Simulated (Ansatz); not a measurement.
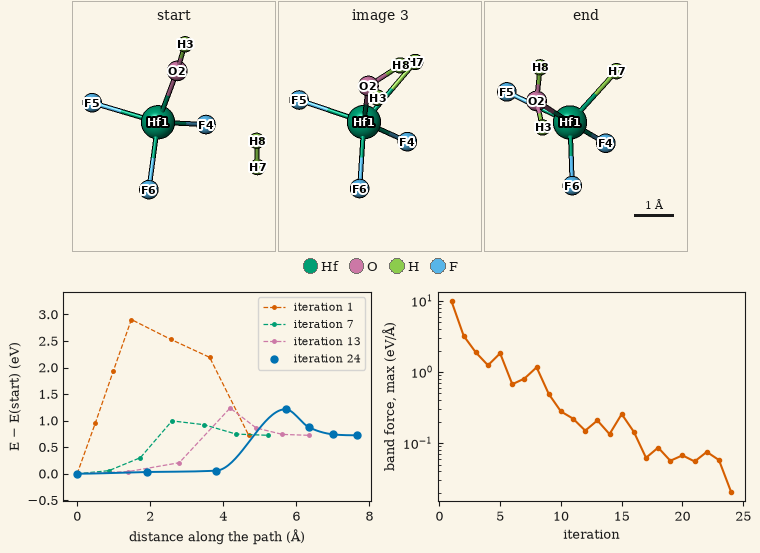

NEB run on HfH$_{3}$OF$_{3}$, made up at the start of HfHOF3 and H2. Images are numbered from 0 (start) to 6 (end). The plot follows the band through its iterations. A ball-and-stick model, seen from a free direction.

Level of theory: RKS PBE0-D4/def2-SVP (Ansatz 0.2.0). Settings: 5 movable images; climbing image; force threshold 0.05 eV/Å; iteration limit 60; starting path through a guess of the saddle point.

Question: Did the band converge, and can the barrier be trusted?

Answer: The result is final at these settings. The band converged in 24 iterations. The largest component of the band force went from 9.9 to 0.021 eV/Å. The climbing image converged on the top of the path. Its vibrational analysis gives one imaginary mode (1044i cm⁻¹), as a transition state must have. The first iteration put the highest image at 2.90 eV. The highest point, image 3, lies 1.21 eV above the start and 0.49 eV above the end; the end is at +0.72 eV relative to the start.

Limits of the set-up: the start holds two separate molecules, 2.7 Å apart at their closest, whose relative position is a soft coordinate.
